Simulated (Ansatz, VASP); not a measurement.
**CuI (Marshite) in two plane-wave programs**

Aim: how closely do two programs agree when they are given the same cell, functional and k mesh? The cell is taken from a series of VASP runs on this material, whose earlier steps may have relaxed, scaled or displaced it; both programs get it as it stands. Valence electrons are named where the data sets of a main pair hold unlike numbers.

Main program and level: Ansatz 0.2.0; plane waves, with VASP 6.6.1 beside it; band structure at HSE06.

## (1) The structure

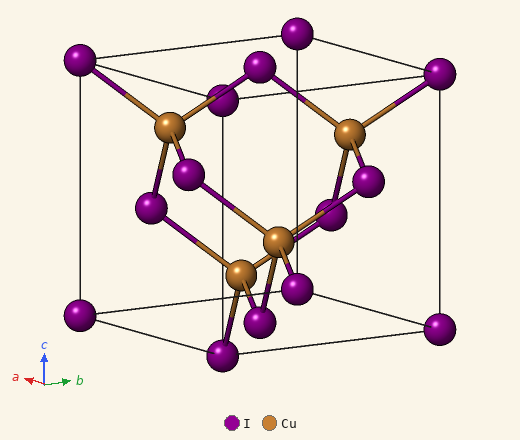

The starting structure, seen from a free direction (iodine purple, copper orange). This picture shows the conventional cell, with its axes. Bonds to atoms that aren't drawn are left out. Some periodic images of atoms are drawn too.

As a file:

```xyz
2
Lattice="0.0000 3.0315 3.0315 3.0315 0.0000 3.0315 3.0315 3.0315 0.0000" Properties=species:S:1:pos:R:3 pbc="T T T"
I     0.0000    0.0000    0.0000
Cu    4.5473    4.5473    4.5473
```

## (2) VASP: band structure, HSE06

The same path points are solved in both programs, so levels can be compared one by one.

Lines of VASP's logs that name or quote its potential files are left out, and so is its time.

The run reads the wave functions of an earlier VASP run, which isn't shown here.

INCAR reads:

```
SYSTEM = CuI
PREC = Accurate
ENCUT = 350
EDIFF = 1E-06
NELM = 100
ISMEAR = 0
SIGMA = 0.03
LREAL = .FALSE.
ALGO = Normal
LHFCALC = .TRUE.
AEXX = 0.25
GGA = PE
HFSCREEN = 0.2
LASPH = .TRUE.
NBANDS = 15
PRECFOCK = Fast
LORBIT = 11
LWAVE = .FALSE.
LCHARG = .FALSE.
KPAR = 4
```

POSCAR reads:

```
CuI
1.0
    0.0000000000      3.0315000000      3.0315000000
    3.0315000000      0.0000000000      3.0315000000
    3.0315000000      3.0315000000      0.0000000000
I Cu
1 1
Direct
    0.0000000000      0.0000000000      0.0000000000
    0.7500000000      0.7500000000      0.7500000000
```

KPOINTS reads:

```
Automatic mesh
0
Gamma
4 4 4
0 0 0
```

KPOINTS_OPT reads:

```
Line mode
10
Line-mode
Reciprocal
  0.00000000   0.00000000   0.00000000 GAMMA
  0.50000000   0.00000000   0.50000000 X

  0.50000000   0.00000000   0.50000000 X
  0.50000000   0.25000000   0.75000000 W

  0.50000000   0.25000000   0.75000000 W
  0.37500000   0.37500000   0.75000000 K

  0.37500000   0.37500000   0.75000000 K
  0.00000000   0.00000000   0.00000000 GAMMA

  0.00000000   0.00000000   0.00000000 GAMMA
  0.50000000   0.50000000   0.50000000 L

  0.50000000   0.50000000   0.50000000 L
  0.62500000   0.25000000   0.62500000 U

  0.62500000   0.25000000   0.62500000 U
  0.50000000   0.25000000   0.75000000 W

  0.50000000   0.25000000   0.75000000 W
  0.50000000   0.50000000   0.50000000 L

  0.50000000   0.50000000   0.50000000 L
  0.37500000   0.37500000   0.75000000 K

  0.62500000   0.25000000   0.62500000 U
  0.50000000   0.00000000   0.50000000 X
```

Potentials, in the order of the species: I and Cu (PBE family, release 64).

Command:

```sh
mpirun -np 4 vasp_std
```

Numbers of over 12 decimals in the logs are rounded to 6 here.

Log:

```text
[banner, memory and clock lines left out]
running    4 mpi-ranks, on    1 nodes
 distrk:  each k-point on    1 cores,    4 groups
 distr:  one band on    1 cores,    1 groups

 POSCAR found type information on POSCAR I Cu
 POSCAR found :  2 types and       2 ions
 LDA part: xc-table for (Slater+PW92), standard interpolation
 found WAVECAR, reading the header
 POSCAR, INCAR and KPOINTS ok, starting setup
 FFT: planning ... GRIDC
 FFT: planning ... GRID_SOFT
 FFT: planning ... GRID
 reading WAVECAR
 the WAVECAR file was read successfully
 initial charge from wavefunction
 entering main loop
       N       E                     dE             d eps       ncg     rms          rms(c)
DAV:   1    -0.656111301976E+01   -0.65611E+01   -0.13527E+00   318   0.404E+01    0.344E+00
DAV:   2    -0.643240600613E+01    0.12871E+00   -0.93231E-01   303   0.362E+01    0.314E+00
DAV:   3    -0.644865063900E+01   -0.16245E-01   -0.47934E-02   360   0.245E+00    0.215E+00
DAV:   4    -0.644678947658E+01    0.18612E-02   -0.10463E-02   311   0.378E+00    0.132E+00
DAV:   5    -0.644677853541E+01    0.10941E-04   -0.24231E-03   374   0.947E-01    0.919E-01
DAV:   6    -0.644675217509E+01    0.26360E-04   -0.15199E-04   378   0.298E-01    0.547E-01
DAV:   7    -0.644673703313E+01    0.15142E-04   -0.30238E-05   388   0.155E-01    0.309E-01
DAV:   8    -0.644673579450E+01    0.12386E-05   -0.60321E-06   275   0.169E-02    0.178E-01
DAV:   9    -0.644673679137E+01   -0.99688E-06   -0.23218E-06   296   0.232E-02
   1 F= -.64467368E+01 E0= -.64467368E+01  d E =-.217743E-25
 Start KPOINTS_OPT (optional k-point list driver)
k-point batch [1-8\100]
       N       E                     dE             ncg
DAV:   1     0.919492901945E+03   -0.39100E+03      240
DAV:   2     0.229794664135E+02   -0.89651E+03      254
DAV:   3    -0.489427271479E+02   -0.71922E+02      296
DAV:   4    -0.516848241168E+02   -0.27421E+01      311
DAV:   5    -0.517675003025E+02   -0.82676E-01      379
DAV:   6    -0.517692230909E+02   -0.17228E-02      340
DAV:   7    -0.517692433254E+02   -0.20235E-04      357
DAV:   8    -0.517692435452E+02   -0.21976E-06      253
[...]
k-point batch [97-100\100]
       N       E                     dE             ncg
DAV:   1     0.225560916596E+04   -0.15455E+04      120
DAV:   2     0.183797643978E+04   -0.41763E+03      120
DAV:   3     0.181359162907E+04   -0.24385E+02      155
DAV:   4     0.181288012076E+04   -0.71151E+00      169
DAV:   5     0.181285296795E+04   -0.27153E-01      200
DAV:   6     0.181285229609E+04   -0.67186E-03      184
DAV:   7     0.181285228745E+04   -0.86357E-05      200
DAV:   8     0.181285228736E+04   -0.92250E-07      144
```

From OUTCAR (step 2):

```text
ion  position               nearest neighbor table
   1  0.000  0.000  0.000-   2 2.63   2 2.63   2 2.63   2 2.63
   2  0.750  0.750  0.750-   1 2.63   1 2.63   1 2.63   1 2.63

  LATTYP: Found a face centered cubic cell.
 ALAT       =     6.0630000000

 Subroutine GETGRP returns: Found 24 space group operations
 (whereof 24 operations were pure point group operations)

The static configuration has the point symmetry T_d .

 Found      8 irreducible k-points:

   k-points           NKPTS =      8   k-points in BZ     NKDIM =     64   number of bands    NBANDS=     15

   dimension x,y,z NGX =    28 NGY =   28 NGZ =   28
   dimension x,y,z NGXF=    56 NGYF=   56 NGZF=   56

   ENCUT  =  350.0 eV  25.72 Ry    5.07 a.u.   6.54  6.54  6.54*2*pi/ulx,y,z

   NELECT =      18.0000    total number of electrons

 k-points in reciprocal lattice and weights: Automatic mesh
   0.00000000  0.00000000  0.00000000       0.016
   0.25000000  0.00000000  0.00000000       0.125
   0.50000000  0.00000000  0.00000000       0.062
   0.25000000  0.25000000  0.00000000       0.094
   0.50000000  0.25000000  0.00000000       0.375
  -0.25000000  0.25000000  0.00000000       0.188
   0.50000000  0.50000000  0.00000000       0.047
  -0.25000000  0.50000000  0.25000000       0.094

  exchange ACFDT corr.  =         0.00000000  see jH, gK, PRB 81, 115126

 average (electrostatic) potential at core
       1 -88.6401       2 -58.0652

 E-fermi :   3.6854

 k-point     1 :       0.0000    0.0000    0.0000
  band No.  band energies     occupation
    ...
      5       0.9897      2.00000
      6       0.9897      2.00000
      7       3.4692      2.00000
      8       3.4692      2.00000
      9       3.4692      2.00000
     10       6.0750      0.00000
     11       9.7886      0.00000
     12       9.7886      0.00000
     13       9.7886      0.00000
     14      13.3613      0.00000
    ...

 k-point     2 :       0.2500    0.0000    0.0000
  band No.  band energies     occupation
    ...
      5       0.9806      2.00000
      6       0.9806      2.00000
      7       1.8137      2.00000
      8       3.0356      2.00000
      9       3.0356      2.00000
     10       7.2259      0.00000
     11      10.3647      0.00000
     12      10.3647      0.00000
     13      10.3930      0.00000
     14      13.6761      0.00000
    ...

 k-point     3 :       0.5000    0.0000    0.0000
  band No.  band energies     occupation
    ...
      5       1.0133      2.00000
      6       1.0133      2.00000
      7       1.0649      2.00000
      8       2.6357      2.00000
      9       2.6357      2.00000
     10       7.0802      0.00000
     11      10.2954      0.00000
     12      10.2955      0.00000
     13      12.3064      0.00000
     14      14.2677      0.00000
    ...

  energy-cutoff  :      350.00
  volume of cell :       55.72
      direct lattice vectors                 reciprocal lattice vectors
     0.000000000  3.031500000  3.031500000    -0.164934851  0.164934851  0.164934851
     3.031500000  0.000000000  3.031500000     0.164934851 -0.164934851  0.164934851
     3.031500000  3.031500000  0.000000000     0.164934851  0.164934851 -0.164934851

 POSITION                                       TOTAL-FORCE (eV/Angst)
 -----------------------------------------------------------------------------------
      0.00000      0.00000      0.00000        -0.000000      0.000000     -0.000000
      4.54725      4.54725      4.54725         0.000000     -0.000000      0.000000
 -----------------------------------------------------------------------------------
    total drift:                               -0.000272     -0.000066     -0.000130

  FREE ENERGIE OF THE ION-ELECTRON SYSTEM (eV)
  ---------------------------------------------------
  free  energy   TOTEN  =        -6.4467367914 eV

  energy  without entropy=       -6.4467367914  energy(sigma->0) =       -6.44673679

 total charge
# of ion       s       p       d       tot
------------------------------------------
    1        1.487   2.877   0.043   4.408
    2        0.293   0.252   9.418   9.962
--------------------------------------------------
tot          1.780   3.130   9.461  14.370

[... 3 further parts left out ...]
```

(Part 1 of 2 ends here.)

[Lines on the potential files, build, host, timing and source positions are cut from VASP's logs without a mark.]

[Logs are printed without paths, hosts, clocks, repeated set-up lines and the standing remarks that a program may print on its own settings, such as how far it seeks lower states.]

[Hosts, paths, dates, database ids (printed as entryN), source tags and the programs' standing remarks are cut or masked in the printed files.]
